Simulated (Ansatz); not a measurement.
# Profile along the Hf–O line in BaHfO3 (cubic perovskite)

BaHfO3 (cubic perovskite)

```cif
data_BaHfO3
_chemical_formula_sum 'Ba1 Hf1 O3'
_space_group_name_H-M_alt 'P 1'
_space_group_IT_number 1
_cell_length_a 4.12122
_cell_length_b 4.12122
_cell_length_c 4.12122
_cell_angle_alpha 90.000
_cell_angle_beta 90.000
_cell_angle_gamma 90.000
loop_
_space_group_symop_operation_xyz
  'x, y, z'
loop_
_atom_site_label
_atom_site_type_symbol
_atom_site_fract_x
_atom_site_fract_y
_atom_site_fract_z
_atom_site_occupancy
Ba1 Ba 0.00000 0.00000 0.00000 1
Hf1 Hf 0.50000 0.50000 0.50000 1
O1 O 0.00000 0.50000 0.50000 1
O2 O 0.50000 0.50000 0.00000 1
O3 O 0.50000 0.00000 0.50000 1
```

Fields along a shortest Hf–O line of a {100} plane (2.06 Å), from Hf to O, interpolated on the slice's grid (step about 0.1 Å). The numbers are results of LDA (plane waves to 420 eV, PAW, scalar-relativistic; Ansatz, a first-principles code), not measurements. k mesh 8×8×8. Near the nuclei the fields are pseudised (PAW); where an atom keeps semicore shells as valence, they peak there. BaHfO3 is run without spin polarisation. BaHfO3 was relaxed with its symmetry unable to fall. Spin-orbit coupling is left out, though Hf is heavy.

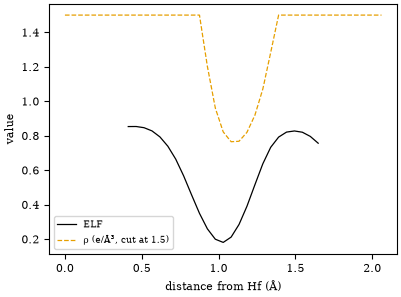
Figure. ELF (away from the nuclei) and valence density from Hf to O.

Density on the Hf–O line (2.06 Å) at its density minimum, 1.1 Å from Hf: 0.77 e/Å³. ELF at that point: 0.2.
